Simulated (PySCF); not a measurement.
Consider C₆H₁₁FSSi.

The calculation's input:

```
{"job": {"kind": "nmr", "xc": "PBE0", "basis": "pcSseg-1"}, "charge": 0, "multiplicity": 1}
C      2.874683    -1.997279    -1.096148
C      2.162205    -1.555648    -0.234447
Si     1.042848    -0.842390     1.047380
F      0.343428    -2.058154     1.847550
C     -0.363080     0.141647     0.185294
C     -1.258984     0.790171     1.244485
C     -1.205243    -0.800723    -0.678735
C      0.279175     1.208583    -0.698999
S     -0.893792     2.265117    -1.630616
H      3.500355    -2.393005    -1.844002
H      1.754347    -0.084608     2.065986
H     -0.711416     1.538655     1.816756
H     -2.119609     1.269908     0.778925
H     -1.633469     0.038165     1.935814
H     -0.587592    -1.305685    -1.419608
H     -1.688705    -1.554509    -0.062063
H     -1.977436    -0.239992    -1.204052
H      0.883533     0.741244    -1.476724
H      0.915754     1.878649    -0.120948
H     -1.322151     2.970531    -0.586065
```

Command:

```sh
OMP_NUM_THREADS=1 python probes_run.py task.json out
```

Geometry: GFN2-xTB.

Level of theory: PySCF, PBE0/pcSseg-1, SCF density, gas phase, non-relativistic.

Q: What can the converged electron density and electron localisation function tell about the bonding?

A: C–C (1.20 Å): ρ is about 2.8 e/Å³ halfway; the ELF peaks at about 0.85 between the atoms; a multiple bond.
C–Si (1.85 Å): the density is about 0.94 e/Å³ at the midpoint; the ELF peaks at about 0.95 between the atoms; a covalent bond.
C–H (1.05 Å): ρ is about 2.1 e/Å³ halfway; the ELF climbs to about 1 towards the hydrogen, as it does in any bond to H: an ordinary covalent bond to hydrogen.
C–Si (1.92 Å): ρ is about 0.93 e/Å³ halfway; the ELF peaks at about 0.95 between the atoms, as expected for a covalent bond.

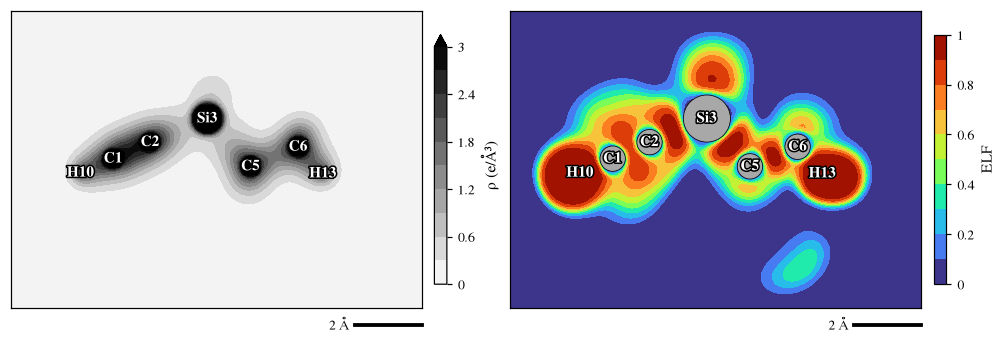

Computed electron density and electron localisation function on the plane of atoms C5, C6 and H13, in this order. Grey discs cover the atomic cores in the ELF map. 
